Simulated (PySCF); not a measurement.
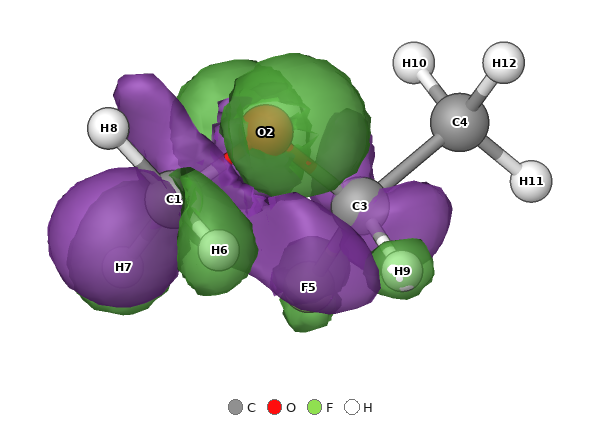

Figure. C3H7FO, SMILES `COC(C)F`. Unrelaxed difference density of S₁ less the ground state (TDA singlet states), ±0.03 e/Å³; purple: gain, green: loss.

Computed with PySCF, BHandHLYP/6-31G*, geometry: GFN2-xTB. No frequency check shows the geometry to be a minimum. Without diffuse functions Rydberg states are missing, so the states' numbers hold for this basis only.

Input

```python
import numpy as np
from pyscf import gto, scf, dft, tdscf
from pyscf.scf import atom_ks, atom_hf
from scipy.linalg import block_diag

def solve(mol, dm0=None, hcore=None):
    mf = (dft.UKS if mol.spin else dft.RKS)(mol, xc='bhandhlyp')
    mf.grids.level = 3
    mf = mf.density_fit(auxbasis='def2-universal-jkfit')
    mf.conv_tol, mf.max_cycle = 1e-8, 80
    if hcore is not None:
        mf.get_hcore = lambda *args: hcore
    mf.kernel(dm0)
    if not mf.converged:
        mf = mf.newton().run(mf.mo_coeff, mf.mo_occ, max_cycle=30)
    assert mf.converged, 'SCF not converged'
    return mf

mol = gto.M(atom='''
C     -1.91474     0.14424     0.06252
O     -0.63125     0.62535    -0.28986
C      0.41072    -0.02920     0.31363
C      1.71786     0.66040    -0.02633
F      0.46396    -1.34485    -0.14305
H     -2.07273     0.21730     1.14456
H     -2.04435    -0.89523    -0.25071
H     -2.62813     0.77718    -0.45909
H      0.26130    -0.12734     1.40642
H      1.82300     0.70398    -1.10663
H      2.54749     0.10349     0.39872
H      1.70475     1.66878     0.37410
''', basis='6-31g*', charge=0, spin=0, verbose=4)
mf = solve(mol)
td = mf.TDA()
td.nstates, td.singlet, td.conv_tol = 6, True, 1e-5
td.kernel()
td.analyze()
x, y = np.array([p[0] for p in td.xy]), np.array([p[1] + 0 * p[0] for p in td.xy])
f, mu = td.oscillator_strength(), td.transition_dipole()
nto = [td.get_nto(state=i + 1, verbose=4) for i in range(len(td.e))]
# spherically averaged free atoms, for the promolecule
atm = atom_ks.get_atm_nrks(mol, xc='bhandhlyp')
pro = block_diag(*[(atm[a[0]][2] * atm[a[0]][3]) @ atm[a[0]][2].T for a in mol._atom])
np.savez('result.npz', e=td.e, f=f, ok=td.converged, w=[n[0] for n in nto], nto=[n[1] for n in nto], x=x, y=y, c=mf.mo_coeff, occ=mf.mo_occ, eps=mf.mo_energy, pro=pro, mu=mu)
```

Run with:

```sh
OMP_NUM_THREADS=1 python input.py
```

The run took 84 s on 1 thread of Intel(R) Xeon(R) Platinum 8488C (Sapphire Rapids), on a shared host, peak memory 0.53 GiB.

How does the charge move on excitation?

Answer. 0.75 e is displaced in all, of which about 0.5 e passes between atoms: O2 (0.45 e) loses electrons and C1 (0.17 e) and H9 (0.07 e) gain them. The state: 10.28 eV (121 nm), f = 0.029; the leading pair carries 99 %; hole on O2 (60 %), C1 (12 %) and H6 and H7 (7 % each), electron on C1 (29 %), O2 (14 %) and C3 (12 %); their centroids lie 0.5 Å apart.
